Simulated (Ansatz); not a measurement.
# C2H4F3InO (SMILES FC(F)(F)C[O][InH2]): what the fields show

Input

```
crystal:
  periodic: [false, false, false]
  atoms:
    - {symbol: F, position_ang: [0.249067, -0.666329, 2.155169]}
    - {symbol: C, position_ang: [-0.386677, -0.864663, 1.001854]}
    - {symbol: F, position_ang: [-1.385531, -1.722317, 1.225130]}
    - {symbol: F, position_ang: [0.496644, -1.490536, 0.178973]}
    - {symbol: C, position_ang: [-0.880594, 0.421841, 0.368531]}
    - {symbol: O, position_ang: [0.169246, 1.241036, 0.019071]}
    - {symbol: In, position_ang: [1.363274, 0.748772, -1.531984]}
    - {symbol: H, position_ang: [-1.525877, 0.908942, 1.111245]}
    - {symbol: H, position_ang: [-1.519951, 0.116056, -0.475699]}
    - {symbol: H, position_ang: [2.902078, 1.441487, -1.327730]}
    - {symbol: H, position_ang: [0.518312, -0.134269, -2.724571]}
basis:
  gaussian: {orbitals: def2-TZVPP}
hamiltonian: {xc: pbe0, dispersion: d4}
output: {orbitals: {seedname: orbitals}}
```

Run with:

```sh
ansatz run in.yaml --threads 4 --pin off --events-out ev --progress --plain --max-ram 11315MiB
```

Geometry: PBE0-D4/def2-TZVP; core potentials replace the inner electrons of In.

Level of theory: RKS PBE0-D4/def2-TZVPP in Ansatz.

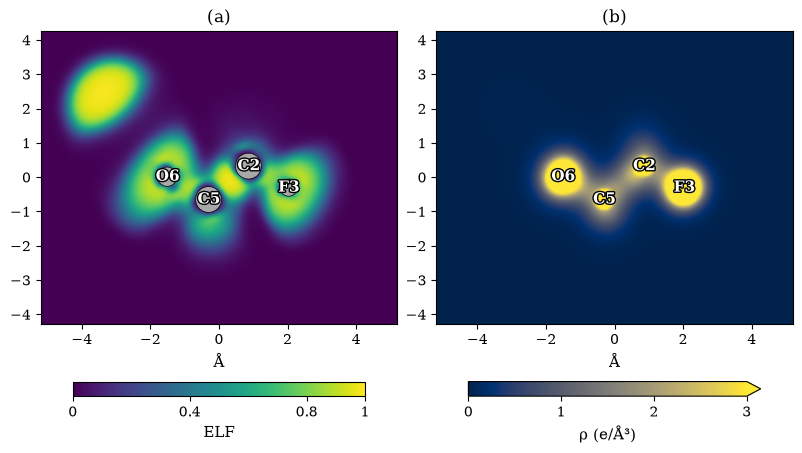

Figure 1. (a) electron localisation function; (b) electron density on the plane of atoms C2, C5 and O6. Grey discs cover the atomic cores in the ELF map.

What does the map show?

- The plane passes through C, F and O nuclei.
- C–F (1.34 Å): ρ is about 2.4 e/Å³ halfway; the ELF peaks at about 0.85 between the atoms: a shared but strongly polarised pair.
- C–O (1.38 Å): ρ at the midpoint is about 2.2 e/Å³, with its minimum of 2 e/Å³ about 0.5 Å from C; the ELF peaks at about 0.85 between the atoms; a shared but strongly polarised pair.
- C–C (1.52 Å): ρ at the midpoint is about 1.8 e/Å³; the ELF peaks at about 1 between the atoms; a shared electron pair.
- The ELF also peaks beside F3 and O6, away from the bonds: lone-pair regions.

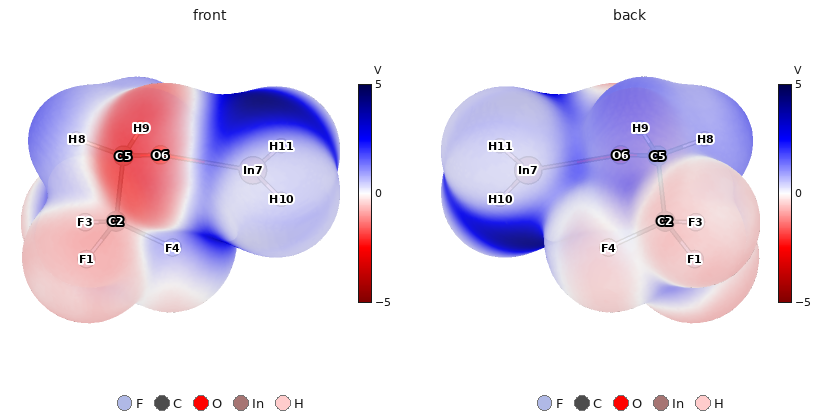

Figure 2. The molecular electrostatic potential painted on the density surface at 0.004 e/bohr³, seen from the front and from behind; red is negative and blue positive.

Where is the surface potential most negative and most positive?

The most negative region (about −1.8 V) lies over O6, the most positive (about +4.2 V) over In7. O6 is the likeliest acceptor of a hydrogen bond.

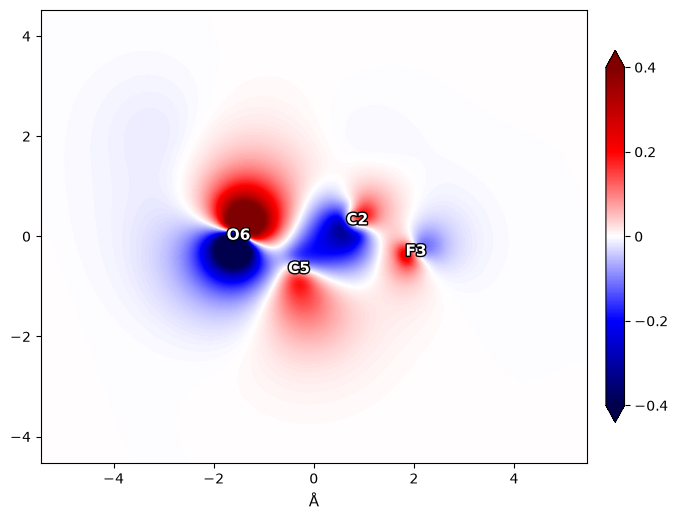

Figure 3. The HOMO on the plane of atoms C2, C5 and O6 (values in Å⁻³ᐟ²; the overall sign is arbitrary).

Where does this orbital lie, and at what energy?

By Hirshfeld shares it lies mainly on O6 (about 60 %), C5 (about 10 %), In7 (about 10 %) and H9 (about 5 %). Its energy is −7.89 eV.
